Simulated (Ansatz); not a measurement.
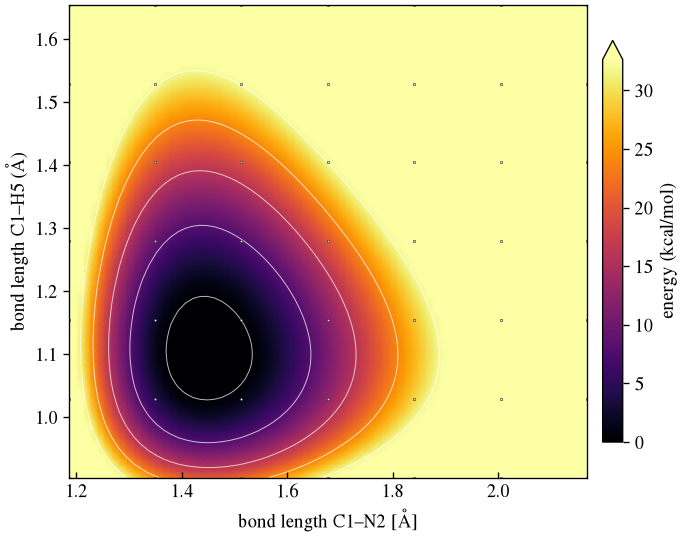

CH6AlNSi, SMILES C[N]1[AlH][SiH2]1. 
- Coordinates scanned: (1) bond length C1–N2; (2) bond length C1–H5.
- Nothing is relaxed (all other coordinates rigid).
- The grid has 7 × 7 points.
- All energies are given in kcal/mol relative to the lowest grid point.
- The reference is spin-restricted, which grows unreliable where a bond is stretched far.
- Theory: RKS r2SCAN-D4/def2-SVP (Ansatz 0.2.0).

The picture shows a smooth colour map with a few white contour lines, dots at the grid points, one colour for all values above the top of the scale. Between grid points the surface is interpolated.

**Where is the minimum, and how stiff is the well along each coordinate?**

The interpolated minimum is at bond length C1–N2 ≈ 1.443 Å, bond length C1–H5 ≈ 1.101 Å. The curvatures there are about 36 eV/Å² and 34 eV/Å², with a cross term of about 1 eV/Å². Round the minimum the contours are nearly round: the two directions are equally stiff and uncoupled. (1 eV is 23.1 kcal/mol.)
